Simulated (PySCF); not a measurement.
# C5H9NSSi2 (SMILES S[SiH2][SiH2]c1ccncc1): what the fields show

Input file:

```
{"job": {"kind": "nmr", "xc": "PBE0", "basis": "pcSseg-1"}, "charge": 0, "multiplicity": 1}
S      4.528354    -0.422375     0.155202
Si     2.413474    -0.425901     0.598187
Si     1.211059     0.399753    -1.206409
C     -0.619536     0.270895    -0.762841
C     -1.345241    -0.894149    -0.994455
C     -2.678470    -0.950939    -0.623943
N     -3.315896     0.054481    -0.048622
C     -2.635789     1.165422     0.178137
C     -1.300607     1.321827    -0.155721
H      4.468835    -1.161495    -0.942175
H      2.392875     0.390061     1.806791
H      2.095244    -1.804960     0.977723
H      1.418053    -0.374788    -2.440885
H      1.493900     1.805819    -1.520982
H     -0.876350    -1.745761    -1.465157
H     -3.270316    -1.841751    -0.793500
H     -3.192834     1.965554     0.649143
H     -0.795513     2.254624     0.048333
```

Command:

```sh
OMP_NUM_THREADS=1 python probes_run.py task.json out
```

Geometry: GFN2-xTB.

These are results of PBE0/pcSseg-1, SCF density, gas phase, non-relativistic in PySCF 2.14.0, not measurements.

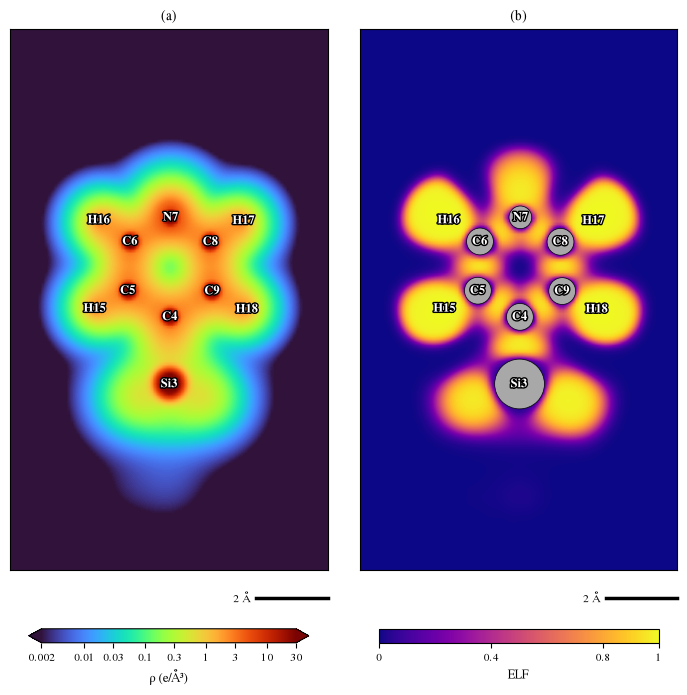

Figure 1. (a) electron density; (b) ELF on the plane of atoms C6, C5 and H15. Grey discs cover the atomic cores in the ELF map.

### Describe what can be read from this map.

- The section cuts through Si, C, N and H sites.
- C–N (1.32 Å): ρ is about 2.5 e/Å³ halfway; the ELF peaks at about 0.90 between the atoms, as expected for a covalent bond.
- C–C (1.38 Å): ρ at the midpoint is about 2.1 e/Å³; the ELF peaks at about 0.95 between the atoms (localised, covalent bonding).
- C–Si (1.89 Å): ρ is about 0.93 e/Å³ halfway; the ELF peaks at about 0.95 between the atoms: localised, covalent bonding.
- C–H (1.08 Å): ρ is about 2 e/Å³ halfway; the ELF climbs to about 1 towards the hydrogen, as it does in any bond to H; an ordinary covalent bond to hydrogen.
- The ELF also peaks beside N7, away from the bonds: lone-pair regions.

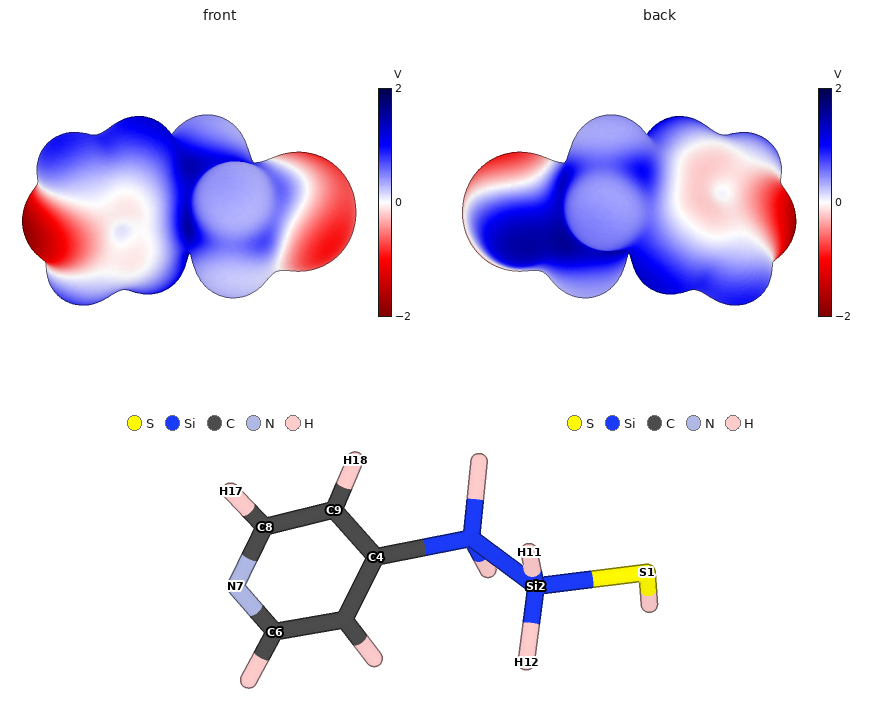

Figure 2. The electrostatic potential painted on the density surface at 0.002 e/bohr³, seen from the front and from behind; the colour scale runs from red (negative) to blue (positive). The bare structure is drawn below in the same view.

### Where is the surface potential most negative and most positive?

The most negative region (about −1.7 V) lies over N7, the most positive (about +1.5 V) over Si2 and H10. N7 is the likeliest acceptor of a hydrogen bond.

### How polar is the molecule by this calculation?

Its dipole moment is 1.16 D.
